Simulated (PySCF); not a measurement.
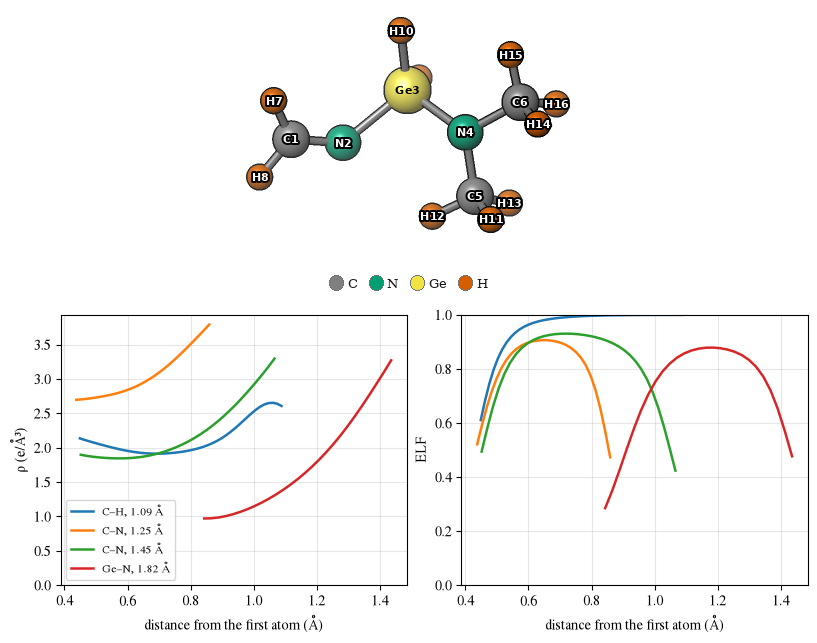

*C₃H₁₀GeN₂ (SMILES C=[N][GeH2][N](C)C). Total electron density and ELF along straight lines between neighbouring atoms. The curves leave out the atomic cores. The structure is drawn too.*

Geometry: GFN2-xTB.

Computed with CAM-B3LYP/def2-SVPD, SCF density, gas phase in PySCF 2.14.0.

Input file:

```
{"job": {"kind": "uv", "xc": "CAM-B3LYP", "basis": "def2-SVPD", "nstates": 8, "ntriplets": 3}, "charge": 0, "multiplicity": 1}
C      3.038889    -0.481331     0.036508
N      1.885645    -0.648888     0.487850
Ge     0.575427     0.548270     0.934549
N     -0.749633     0.172264    -0.259991
C     -1.093459    -1.205196    -0.541622
C     -1.889387     1.053837    -0.372362
H      3.509249     0.486498    -0.162393
H      3.653508    -1.353982    -0.181870
H      0.312587     0.235002     2.395750
H      0.850291     2.028121     0.758327
H     -1.457981    -1.289754    -1.569610
H     -0.203943    -1.822032    -0.430816
H     -1.874706    -1.586452     0.128458
H     -2.290269     1.005234    -1.388808
H     -1.576818     2.077524    -0.168485
H     -2.696998     0.789828     0.323104
```

Command:

```sh
OMP_NUM_THREADS=1 python probes_run.py task.json out
```

What can be read from the curves?

Answer. C–H (1.09 Å): the density is about 2 e/Å³ at the midpoint; the ELF climbs to about 1 towards the hydrogen, as it does in any bond to H; a covalent bond by its length.
C–N (1.25 Å): the density is about 2.9 e/Å³ at the midpoint; the ELF peaks at about 0.90 between the atoms: a multiple bond.
C–N (1.45 Å): ρ at the midpoint is about 2 e/Å³; the ELF peaks at about 0.95 between the atoms: a covalent bond.
Ge–N (1.82 Å): ρ is about 1 e/Å³ halfway; the ELF peaks at about 0.90 in the valence shell of N, 0.6 Å from its nucleus, and is about 0.50 at the midpoint.
